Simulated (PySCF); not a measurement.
```xyz
17

C    -2.2600    1.3490    0.6353
O    -1.9567    0.7883    1.8977
C    -0.9658   -0.1235    1.9781
C    -0.1765   -0.6620    1.0531
O    -0.2211   -0.3739   -0.2902
Si    0.7466   -0.7274   -1.5285
Cl   -0.1342    0.2395   -3.0424
C     2.5052   -0.0142   -1.2621
Cl    3.2584   -0.8106    0.1537
H    -3.0646    2.0602    0.8158
H    -1.3982    1.8712    0.2151
H    -2.5963    0.5859   -0.0700
H    -0.8342   -0.4396    3.0032
H     0.5732   -1.3769    1.3513
H     0.8444   -2.1600   -1.7736
H     3.1722   -0.1886   -2.1028
H     2.5006    1.0534   -1.0438
```

Geometry: GFN2-xTB.

Computed with PBE0/pcSseg-1, SCF density, gas phase, non-relativistic in PySCF 2.14.0.

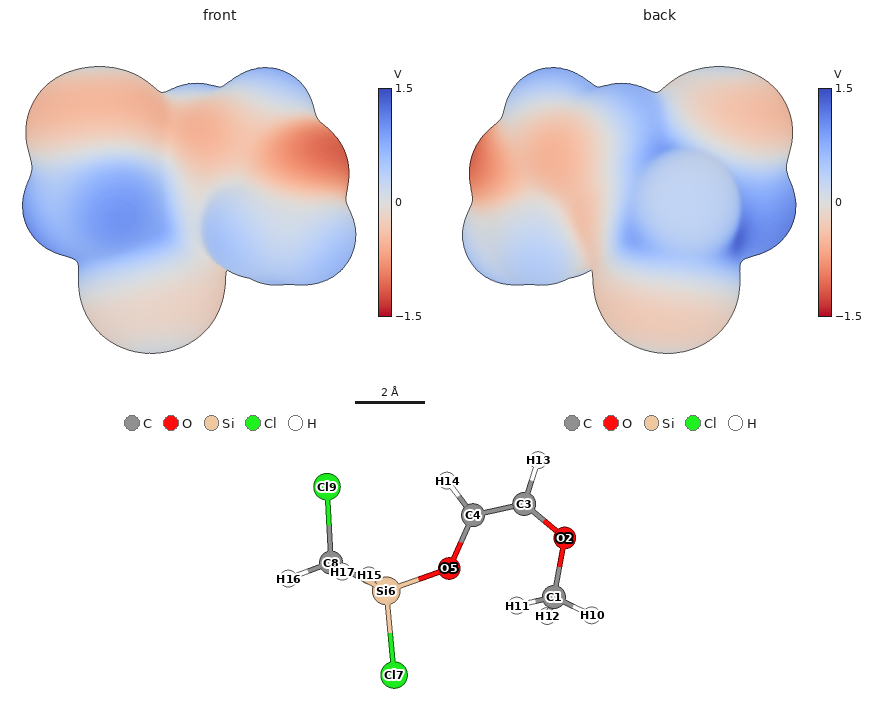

C4H8Cl2O2Si. The molecular electrostatic potential painted on the density surface at 0.001 e/bohr³, seen from the front and from behind; red is negative and blue positive. The bare structure is drawn below in the same view.

### Where is the surface potential most negative and most positive?

The most negative region (about −1.1 V) lies over O2, the most positive (about +1.1 V) over Si6. Cl9 shows a σ-hole: about +0.2 V at the tip opposite its bond, against about −0.3 V on its flanks. O2 is the likeliest acceptor of a hydrogen bond.
